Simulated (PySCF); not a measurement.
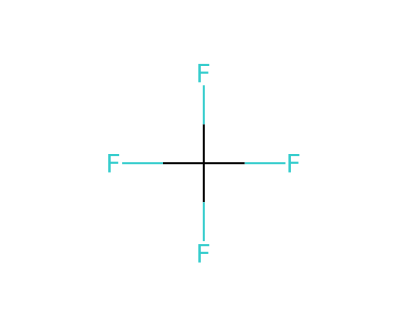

Skeletal drawing of a molecule.

Write the SMILES.

Answer. FC(F)(F)F

What is the molecular formula?

Answer. CF4.

An optimisation with GFN2-xTB gave a structure of which point group?

Answer. Td.

More results for the same structure follow; atom numbers are the same in all pictures, views and colours differ. The computed structure is the end point of a GFN2-xTB optimisation. No frequency run is at hand to confirm it as a minimum.

**Shape**

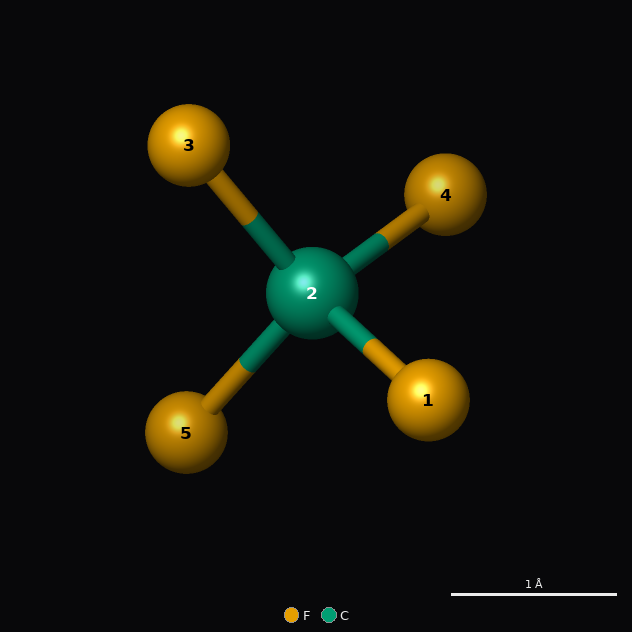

The atoms are numbered. No frequency run is at hand to confirm it as a minimum.

Describe the coordination of atom 2.

Answer. C2 has 4 neighbours (F1 at 1.31, F3 at 1.31, F4 at 1.31, F5 at 1.31 Å); the arrangement is tetrahedral.

**NMR shielding**

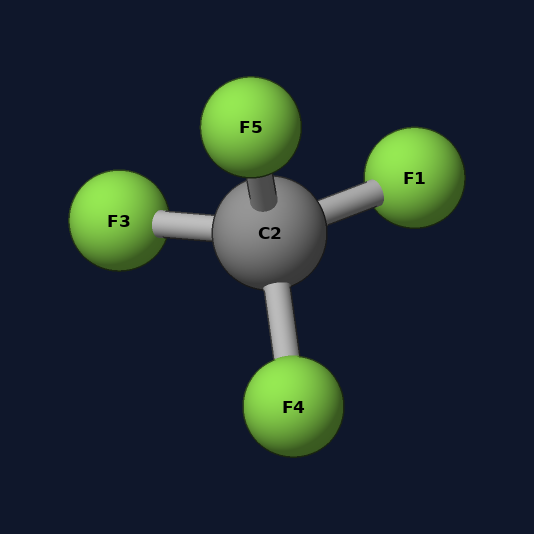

No frequency run is at hand to confirm it as a minimum. Method: GIAO PBE0/pcSseg-1 NMR shielding, non-relativistic, gas phase (PySCF 2.14.0). Principal shieldings σ11 ≤ σ22 ≤ σ33, span Ω = σ33 − σ11, skew κ = 3(σiso − σ22)/Ω.

Give the shielding tensors of the F atoms.

```
       atom    σ11    σ22    σ33   σiso      Ω     κ
F1, F3, F4…  199.4  199.4  353.7  250.8  154.4  1.00
```

Shieldings and span in ppm.

**Electronic properties**

No frequency run is at hand to confirm it as a minimum. Level of theory: PBE0/pcSseg-1, gas phase (PySCF 2.14.0).

What does the calculation give?

- HOMO energy (Kohn–Sham orbital): −12.63 eV
- LUMO energy (Kohn–Sham orbital): 4.86 eV
- HOMO–LUMO gap: 17.49 eV

**Charges**

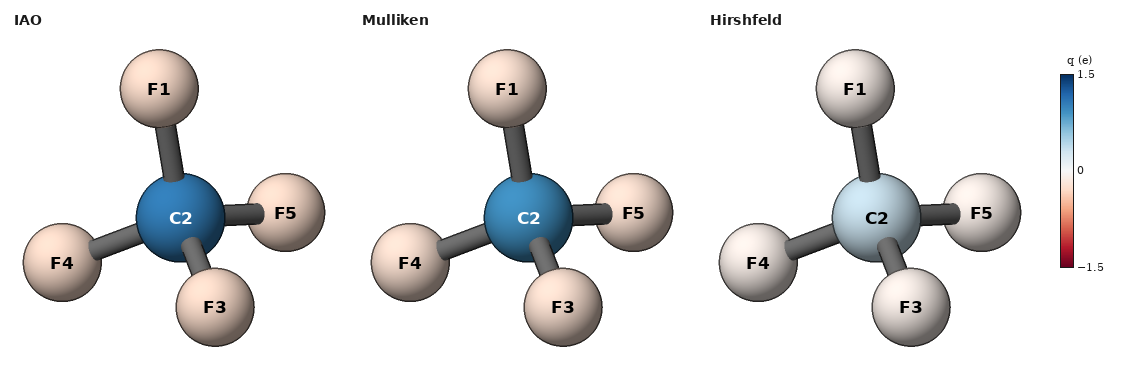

Atomic charges of one calculation by 3 schemes, on one colour scale. No frequency run is at hand to confirm it as a minimum. Computed with PBE0/pcSseg-1 (PySCF 2.14.0).

List the charges (e), one line for each set of equivalent atoms.

```tsv
atom	IAO	Mulliken	Hirshfeld
F1, F3, F4…	−0.26	−0.23	−0.08
C2	1.04	0.92	0.33
```

Mulliken values depend strongly on the basis set and can even reverse the polarity of a bond.
